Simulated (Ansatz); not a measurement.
**Profile along the Zn–Cu line in ZnCu (CsCl type)**

ZnCu (CsCl type)

```
CELL_PARAMETERS angstrom
      2.90828     0.00000     0.00000
      0.00000     2.90828     0.00000
      0.00000     0.00000     2.90828
ATOMIC_POSITIONS crystal
  Zn 0.50000 0.50000 0.50000
  Cu 0.00000 0.00000 0.00000
```

Fields along a shortest Zn–Cu line of a {110} plane (2.52 Å), from Zn to Cu, interpolated on the slice's grid (step about 0.2 Å). Computed with PBEsol (plane waves to 420 eV, PAW, scalar-relativistic; Ansatz, a quantum-chemistry and plane-wave program). k mesh 16×16×16. Near the nuclei the fields are pseudised (PAW); where an atom keeps semicore shells as valence, they peak there. ZnCu is run without spin polarisation. ZnCu was relaxed with its symmetry unable to fall.

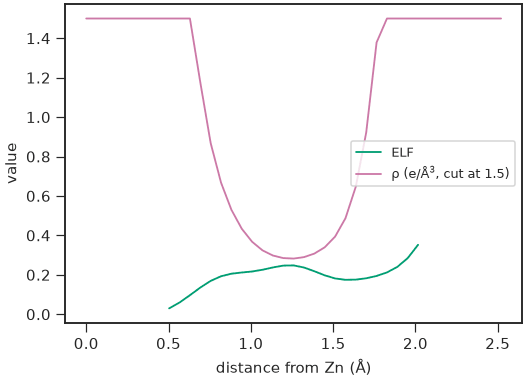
Fig. 1. ELF (away from the nuclei) and valence density from Zn to Cu.

Density on the Zn–Cu line (2.52 Å) at its midpoint: 0.28 e/Å³. ELF at that point: 0.2.
